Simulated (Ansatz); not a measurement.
# BH$_{3}$S···H$_{2}$O: what the fields show

```xyz
8

B     0.0126    0.4501    0.2322
O    -0.1383   -0.1788    1.8218
H    -0.9211   -0.7466    1.8563
H     1.0548    0.0035   -0.1416
H    -0.9895    0.0586   -0.3019
S    -0.0462    2.3044    0.4962
H     1.2709    2.5170    0.7203
H    -0.3509    0.6201    2.3373
```

Level of theory: RKS PBE0/def2-mTZVP (Ansatz 0.2.0).

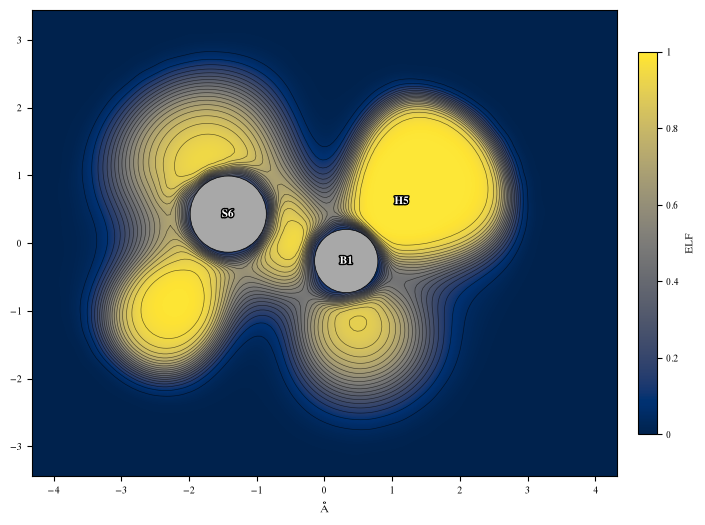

Figure 1. Electron localisation function on the plane of atoms H5, B1 and S6. Grey discs cover the atomic cores.

### Read the bonding off the picture.

Atoms in the plane: B, H and S. B–S (1.87 Å): the ELF peaks at about 0.95 between the atoms: a shared electron pair. B–H (1.20 Å): the ELF climbs to about 1 towards the hydrogen, as it does in any bond to H; an ordinary covalent bond to hydrogen. The ELF also peaks beside S6, away from the bonds: lone-pair regions.

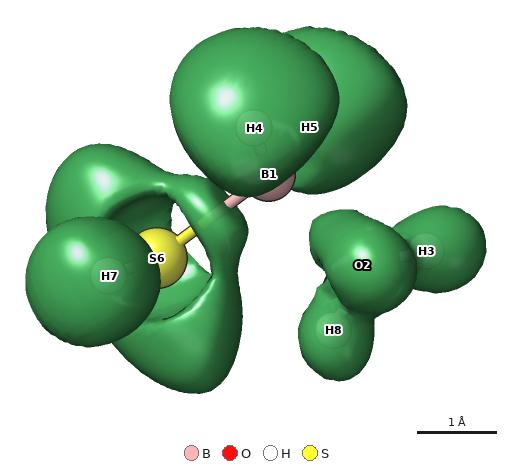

Figure 2. Isosurface of the electron localisation function at 0.8 (green), seen across its widest extent. Only the valence region is drawn (cores and ρ < 0.01 e/Å³ removed).

### Where are the electrons localised?

The ELF exceeds this value in three regions around hydrogen nuclei, one region on S in which the atom's valence shell and bonds are merged and one joined region spread over several atoms (H, O), in which their bonds and any lone pairs are merged. Along the contacts the grid gives the following. B1···O2 (1.72 Å): the ELF peaks at about 0.90 between the atoms.

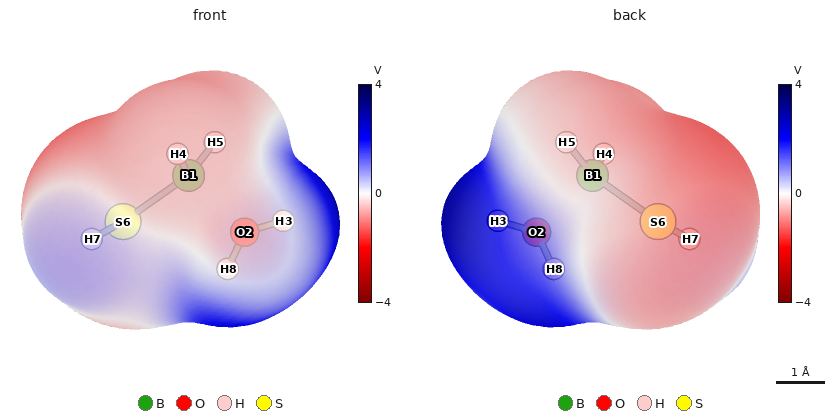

Figure 3. The molecular electrostatic potential painted on the density surface at 0.001 e/bohr³, seen from the front and from behind; the colour scale runs from red (negative) to blue (positive).

### Describe the electrostatic potential map.

The most negative region (about −1.2 V, or −28 kcal/mol for a unit charge) lies over S6, the most positive (about +3.0 V, or +69 kcal/mol for a unit charge) over H3.

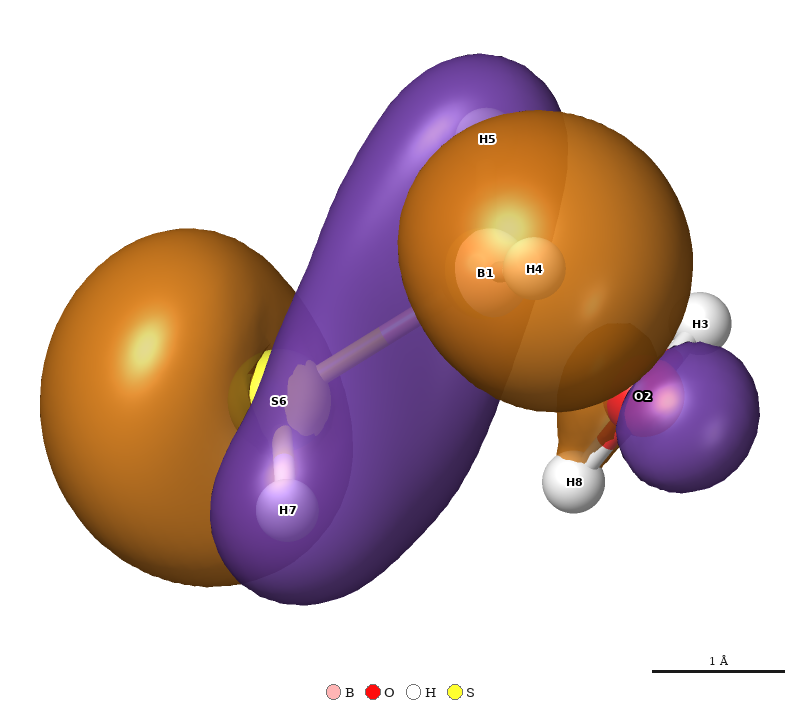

Figure 4. The HOMO−1 at ±0.08 Å⁻³ᐟ² (orange and purple are the two phases), seen at a tilt.

### Describe this orbital and give its energy.

It lies mainly on S6 (about 50 %), B1 (about 20 %) and H4 (about 20 %). Its energy is −8.20 eV.
